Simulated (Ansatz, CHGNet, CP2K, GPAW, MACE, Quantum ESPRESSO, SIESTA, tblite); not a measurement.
**Other levels on (9,9) carbon nanotube bundle (108 atoms)**

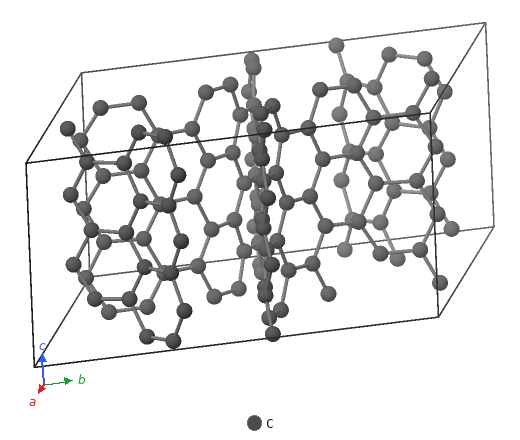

The cell (carbon dark grey). Some periodic images of atoms are drawn too.

The cell holds 108 atoms: 108 C. Its edges and angles: a = 15.506 Å, b = 15.506 Å, c = 7.380 Å, α = 90.0°, β = 90.0°, γ = 120.0°. It derives from C (graphene). Graphene sheet (a = 2.46 Å) rolled into a (9,9) tube of diameter 12.21 Å, 3 periods, hexagonal bundle with 3.3 Å between walls; not relaxed, displaced by a Gaussian of 0.02 Å. Then every atom was moved at random, 0.02 Å r.m.s. a Cartesian component.

Geometry: as built.

The reference, a calculation:

```
method                 : Kohn-Sham DFT, PBE, PAW, plane waves (Ansatz 0.2.0); cutoff 420 eV, Γ point, fermi-dirac smearing of 0.05 eV; PAW set soft_2
r.m.s. force component : 1.649 eV/Å
longest force          : 9.274 eV/Å
pressure               : 3.501 GPa
SCF cycles             : 10
time                   : 22 s on 4 threads of Arm Neoverse V1, shared host
CPU time               : 83 s
```

**Question.** The same geometry is run in other programs. How far does each lie from the reference, and what does it cost?
- CP2K PBE, DZVP-MOLOPT-SR, 315/50 Ry, diagonalisation (CP2K 2026.2; 2 threads)
- CP2K PBE, TZVP-UZH, 450/50 Ry, diagonalisation (CP2K 2026.2; 4 MPI ranks)
- SIESTA PBE, DZP, shift 0.01 Ry, mesh 300 Ry (SIESTA 5.4.2; 2 MPI ranks)
- MACE MP-0b2 small potential (MACE MP-0b2 small; 1 thread)
- tblite GFN2-xTB (tblite 0.8.0; 1 thread)
- MACE MPA-0 medium potential (MACE MPA-0 medium; 1 thread)
- SIESTA PBE, SZP, shift 0.01 Ry, mesh 300 Ry (SIESTA 5.4.2; 2 MPI ranks)
- tblite GFN1-xTB (tblite 0.8.0; 1 thread)
- SIESTA PBE, DZP, shift 0.01 Ry, mesh 100 Ry (SIESTA 5.4.2; 2 MPI ranks)
- QE PBE, sssp-1.3.0-efficiency, 45/360 Ry (Quantum ESPRESSO 7.5; 4 MPI ranks)

Differences are against the plane-wave reference, forces as r.m.s. over components; share is that over the reference's r.m.s. force, slope the least-squares factor from reference forces to these. Total energies of different programs have different zeros and aren't compared.

```csv
run,"Δ force, r.m.s. (meV/Å)",share (%),slope,Δ pressure (GPa),cores,CPU time,memory (GiB)
reference,-,-,-,-,4,83 s,1.7
"CP2K PBE, DZVP-MOLOPT-SR, 315/50 Ry, diagonalisation (coarse)",35.8,2.17,1.018,0.577,2,9.6 min,2.0
"CP2K PBE, TZVP-UZH, 450/50 Ry, diagonalisation",27.7,1.68,1.015,0.689,4,14 min,4.0
"SIESTA PBE, DZP, shift 0.01 Ry, mesh 300 Ry",234,14.2,1.115,5.56,2,3.8 min,1.2
MACE MP-0b2 small potential,360,21.8,0.846,-0.755,1,7.2 s,0.68
tblite GFN2-xTB,199,12.1,0.953,-3.54,1,6.7 s,0.13
MACE MPA-0 medium potential,308,18.7,0.947,-1.03,1,9.3 s,1.2
"SIESTA PBE, SZP, shift 0.01 Ry, mesh 300 Ry (coarse)",456,27.7,1.210,12.7,2,2.9 min,1.1
tblite GFN1-xTB,194,11.7,0.962,-1.68,1,2.5 s,0.13
"SIESTA PBE, DZP, shift 0.01 Ry, mesh 100 Ry (coarse)",235,14.2,1.116,5.56,2,86 s,0.69
"QE PBE, sssp-1.3.0-efficiency, 45/360 Ry",4.22,0.256,1.002,0.0799,4,12 min,4.2
```

Rows marked coarse were listed beforehand as settings not expected to be converged; some can still land near the reference.

Times of the machine-learned potentials are mostly Python's start and the loading of weights.

CPU time is summed over cores on a shared host, where runs went side by side, so it is rough. Symmetry, cutoffs, thresholds, outputs and thread counts weren't matched or tuned between programs; memory under MPI is the largest rank's times the ranks.

PBE on plane waves or a grid with other potentials, cutoffs or grids, coarse settings apart, differs from the reference by 0.26 % (QE PBE, sssp-1.3.0-efficiency, 45/360 Ry) of the r.m.s. force; this holds the reference's own error, so differences of a few per cent don't tell which side is nearer the exact PBE result (QE's 45 Ry are 612 eV, against the reference's 420 eV). The PBE runs in local orbitals, coarse settings apart, differ by 1.7 % (CP2K PBE, TZVP-UZH, 450/50 Ry, diagonalisation) to 14 % (SIESTA PBE, DZP, shift 0.01 Ry, mesh 300 Ry); basis, grid and potentials can all enter. Tight binding differs by 12 % in each run; it is another model, with fitted parameters of its own, and the xTB methods hold dispersion. Machine-learned potentials differ by 19 % (MACE MPA-0 medium potential) to 22 % (MACE MP-0b2 small potential); they were trained on other programs' data. Among those trained on PBE data the slope goes as low as 0.85, which softening far from their training structures can give, though the reference's k-sampling is untested too. Periodic xTB results under one method name differ between programs and library versions. Machine-learned potentials mimic data converged in k, so the reference's own k-point error enters their differences. The electronic-structure runs sample only Γ, in a cell whose shortest periodic width is 7 Å, which is coarse for a cell with partly filled levels.

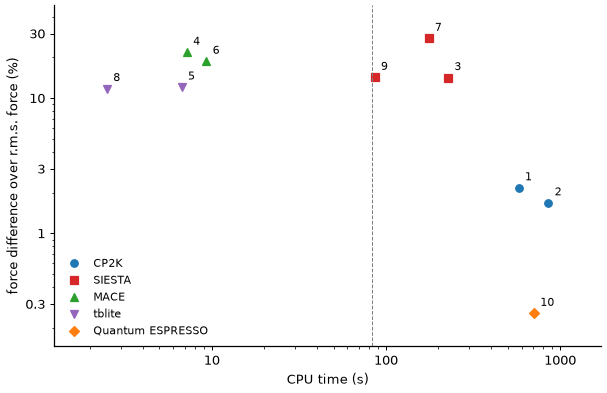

Force difference against CPU time; the dashed line marks the reference's time. Points: 1 CP2K PBE, DZVP-MOLOPT-SR, 315/50 Ry, diagonalisation; 2 CP2K PBE, TZVP-UZH, 450/50 Ry, diagonalisation; 3 SIESTA PBE, DZP, shift 0.01 Ry, mesh 300 Ry; 4 MACE MP-0b2 small potential; 5 tblite GFN2-xTB; 6 MACE MPA-0 medium potential; 7 SIESTA PBE, SZP, shift 0.01 Ry, mesh 300 Ry; 8 tblite GFN1-xTB; 9 SIESTA PBE, DZP, shift 0.01 Ry, mesh 100 Ry; 10 QE PBE, sssp-1.3.0-efficiency, 45/360 Ry.

[Logs are printed without paths, hosts, clocks, repeated set-up lines and the standing remarks that a program may print on its own settings, such as how far it seeks lower states.]

[Hosts, paths, dates, database ids (printed as entryN), source tags and the programs' standing remarks are cut or masked in the printed files.]
